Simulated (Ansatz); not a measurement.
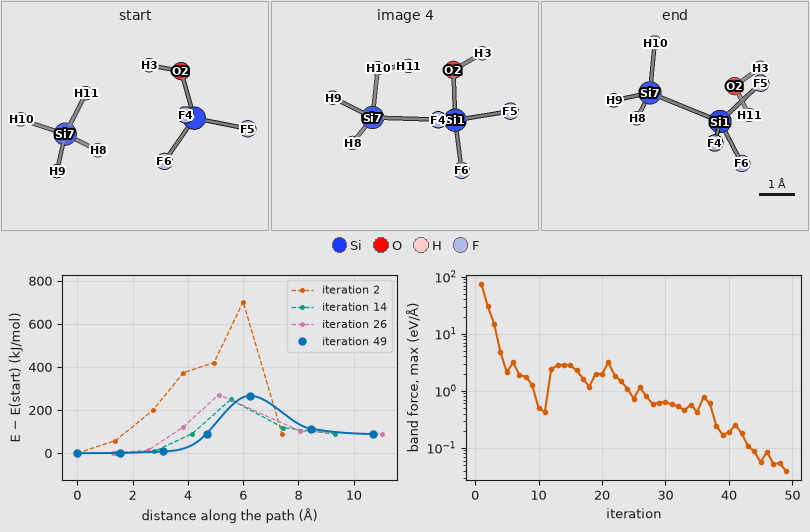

A search for the minimum-energy path of Si₂H₅OF₃ by the nudged elastic band. Images are numbered from 0 (start) to 6 (end). The plot follows the band through its iterations. The picture is a ball-and-stick view, seen at a tilt.

Level of theory: RKS B3LYP/def2-SVP (Ansatz 0.2.0). Settings: 5 movable images; climbing image; force threshold 0.05 eV/Å; iteration limit 60; starting path through a guess of the saddle point.

Did the band converge, and can the barrier be trusted?

The result is final at these settings. The band converged in 49 iterations. The largest component of the band force went from 75 to 0.039 eV/Å. The climbing image converged on the top of the path. Its vibrational analysis gives one imaginary mode (685i cm⁻¹), as a transition state must have. The first iteration put the highest image at 1932.4 kJ/mol. The energy climbs by 266.5 kJ/mol to image 4 and then falls by 177.4 kJ/mol, so the end point sits at +89.1 kJ/mol.
